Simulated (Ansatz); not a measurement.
**H3NSSi: one structure at several levels**

How do the functionals fare away from a minimum? The structure is a structure displaced at random from a GFN2-xTB minimum.

The runs use Ansatz 0.2.0, Gaussian basis; single points in def2-TZVPP.

Cores are frozen in the correlated methods.

### Step 1. Where the work starts

SMILES `N=[SiH]S`, 6 atoms, charge 0, spin multiplicity 1.

Atoms are counted from 1 here; the program's logs count them from 0.

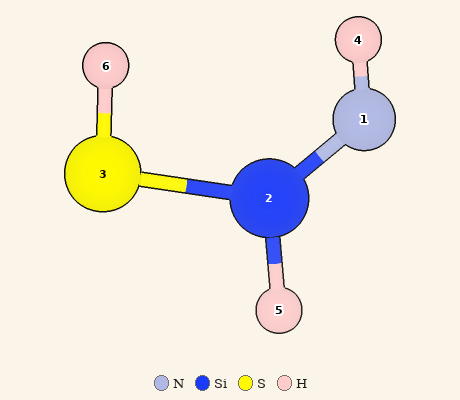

The starting geometry (nitrogen light blue, silicon blue, sulfur yellow, hydrogen pink); atoms are numbered from 1 in the order of the file.

As a file:

```xyz
6
H3NSSi
N    -1.3146   -0.4066   -0.6643
Si   -0.1612    0.5869   -0.2821
S     1.5800    0.2872    0.9562
H    -1.3298   -1.4107   -0.4701
H    -0.1004    1.9925   -0.6769
H     1.4239   -1.0724    1.1848
```

### Step 2. CCSD(T)/def2-TZVPP

File run/in.yaml:

```yaml
crystal:
  periodic: [false, false, false]
  atoms:
    - {symbol: N, position_ang: [-1.314600, -0.406600, -0.664300]}
    - {symbol: Si, position_ang: [-0.161200, 0.586900, -0.282100]}
    - {symbol: S, position_ang: [1.580000, 0.287200, 0.956200]}
    - {symbol: H, position_ang: [-1.329800, -1.410700, -0.470100]}
    - {symbol: H, position_ang: [-0.100400, 1.992500, -0.676900]}
    - {symbol: H, position_ang: [1.423900, -1.072400, 1.184800]}
basis:
  gaussian: {orbitals: def2-TZVPP}
correlation: {method: ccsd_t}
output: {forces: true}
```

No record of the launch command was kept for these runs.

### Step 3. PBE0-D4/def2-TZVPP

Changes to run/in.yaml since step 2:

```diff
@@ -11,3 +11,3 @@
   gaussian: {orbitals: def2-TZVPP}
-correlation: {method: ccsd_t}
-output: {forces: true}
+hamiltonian: {xc: pbe0, dispersion: d4}
+output: {forces: true, orbitals: {seedname: orbitals}}
```

### Step 4. wB97M-V/def2-TZVPP

Changes to run/in.yaml since step 3:

```diff
@@ -11,3 +11,3 @@
   gaussian: {orbitals: def2-TZVPP}
-hamiltonian: {xc: pbe0, dispersion: d4}
-output: {forces: true, orbitals: {seedname: orbitals}}
+hamiltonian: {xc: {name: wB97M-V}}
+output: {forces: true}
```

### Step 5. r2SCAN-D4/def2-TZVPP

Changes to run/in.yaml since step 4:

```diff
@@ -11,3 +11,3 @@
   gaussian: {orbitals: def2-TZVPP}
-hamiltonian: {xc: {name: wB97M-V}}
+hamiltonian: {xc: r2scan, dispersion: d4}
 output: {forces: true}
```

### Step 6. PBE-D4/def2-TZVPP

Changes to run/in.yaml since step 5:

```diff
@@ -11,3 +11,3 @@
   gaussian: {orbitals: def2-TZVPP}
-hamiltonian: {xc: r2scan, dispersion: d4}
+hamiltonian: {xc: pbe, dispersion: d4}
 output: {forces: true}
```

### Step 7. LC-wPBE/def2-TZVPP

Changes to run/in.yaml since step 6:

```diff
@@ -11,3 +11,3 @@
   gaussian: {orbitals: def2-TZVPP}
-hamiltonian: {xc: pbe, dispersion: d4}
+hamiltonian: {xc: {name: LC-wPBE}}
 output: {forces: true}
```

### Step 8. revPBE-D4/def2-TZVPP

Changes to run/in.yaml since step 7:

```diff
@@ -11,3 +11,3 @@
   gaussian: {orbitals: def2-TZVPP}
-hamiltonian: {xc: {name: LC-wPBE}}
+hamiltonian: {xc: {name: revPBE}, dispersion: d4}
 output: {forces: true}
```

(Steps that only read results are left out.)

Q: Predict the outcome of this session. Wanted: energy less free atoms, CCSD(T)/def2-TZVPP; RMS force component; RMS force error; HOMO and LUMO, PBE0-D4; T1 diagnostic.

As calculated:

```
                                  quantity                                                                                             value
energy less free atoms, CCSD(T)/def2-TZVPP                                                                                    -1760.3 kJ/mol
                       RMS force component                                                              0.542 to 0.657 eV/Å over the methods
                           RMS force error  PBE0-D4 0.176, wB97M-V 0.206, r2SCAN-D4 0.106, PBE-D4 0.174, LC-wPBE 0.341, revPBE-D4 0.190 eV/Å
                    HOMO and LUMO, PBE0-D4                                                                                -7.45 and -1.24 eV
                             T1 diagnostic                                                                                             0.017
```

In words: Against CCSD(T) the functionals' energies less atoms differ by -120.6 to -33.4 kJ/mol, PBE-D4 by -120.6 kJ/mol. CCSD(T) in triple zeta still lacks some correlation energy of the bonds, so part of these gaps is its own basis error and they don't rank the functionals. On forces the order runs from r2SCAN-D4 to LC-wPBE. Frozen-core CCSD(T) forces in triple zeta carry basis errors of their own, and this is one geometry, so small gaps rank nothing.
